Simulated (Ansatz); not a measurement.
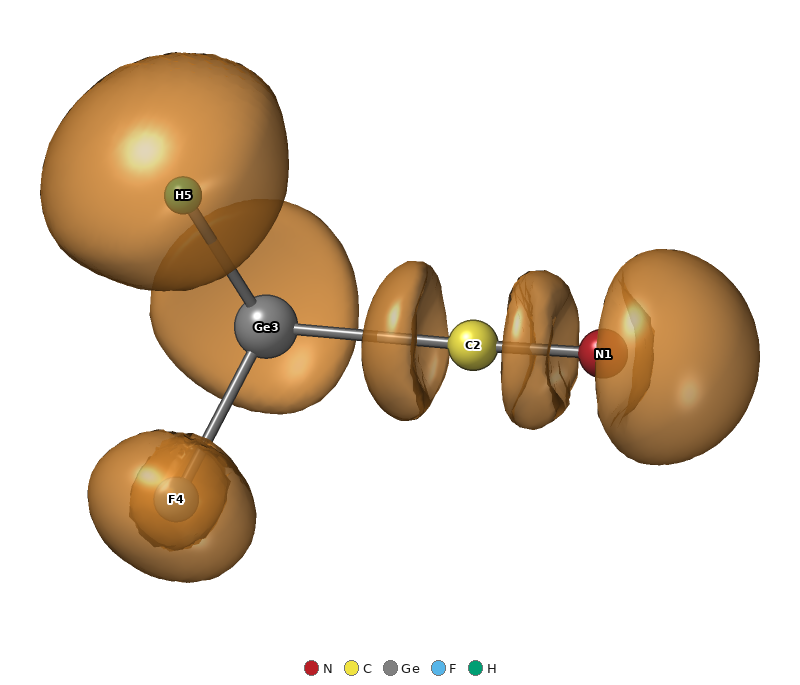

Figure 1: CHFGeN (doublet). Isosurface of the electron localisation function at 0.8 (orange), seen at a tilt. Only the valence region is drawn (cores and ρ < 0.01 e/Å³ removed).

Computed with UKS PBE-D4/def2-SVP (Ansatz 0.2.0).

```xyz
5

N     0.9696   -1.5194    1.4982
C     0.5579   -0.7847    0.6773
Ge    0.0269    0.3479   -0.8048
F    -1.6889    0.0360   -1.0306
H     0.1843    1.8466   -0.3816
```

What do the ELF domains correspond to?

The surface consists of one region between bonded C–N atoms (shared pairs), one region around a hydrogen nucleus, one lobe of the valence shell of C pointing towards Ge (polar bonds), one lobe on Ge, pointing away from the bonds (non-bonding electrons), one lobe on N, pointing away from the bonds (non-bonding electrons) and one region wrapped around F (its valence shell). Along the contacts the grid gives the following. C–N (1.18 Å): the ELF peaks at about 0.85 between the atoms; a short, multiple covalent bond. Ge–F (1.76 Å): the ELF peaks at about 0.80 in the valence shell of F, 0.6 Å from its nucleus, and is about 0.20 at the midpoint.
